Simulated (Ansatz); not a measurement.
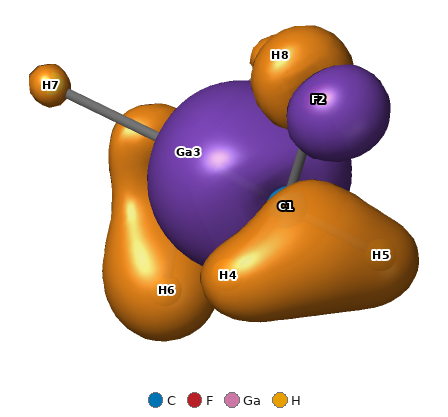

*CH$_{5}$FGa (charge −1). The HOMO at ±0.15 Å⁻³ᐟ² (orange and purple are the two phases), seen at an oblique angle.*

Geometry: BLYP-D3(BJ)/def2-SVPD.

Theory: isolated molecule in a Gaussian basis; Kohn-Sham density functional theory, functional PBE0 in Ansatz.

Input

```
basis:
  gaussian:
    orbitals: def2-TZVPD
crystal:
  periodic: [false, false, false]
  atoms:
    - symbol: C
      position_ang: [1.483849, 2.158737, 1.158572]
    - symbol: F
      position_ang: [0.829921, 2.485231, 2.430689]
    - symbol: Ga
      position_ang: [1.653464, 0.127833, 0.751442]
    - symbol: H
      position_ang: [2.474660, 2.662042, 1.214494]
    - symbol: H
      position_ang: [0.885076, 2.694763, 0.388965]
    - symbol: H
      position_ang: [2.405632, 0.083936, -0.702254]
    - symbol: H
      position_ang: [2.563740, -0.591639, 1.890901]
    - symbol: H
      position_ang: [0.175334, -0.543089, 0.653692]
hamiltonian:
  xc: {name: PBE0}
output: {forces: true, orbitals: {seedname: orbitals}}
total_charge: -1
```

Run with:

```sh
ansatz run input.yaml --threads 2 --pin off --max-ram 4350MiB --events-out events.jsonl --progress --plain --runs-dir runs
```

**Describe this orbital and give its energy.**

By Hirshfeld shares it lies mainly on C1 (about 40 %), Ga3 (about 25 %), F2 (about 15 %) and H6 (about 10 %). Its energy is −2.28 eV.
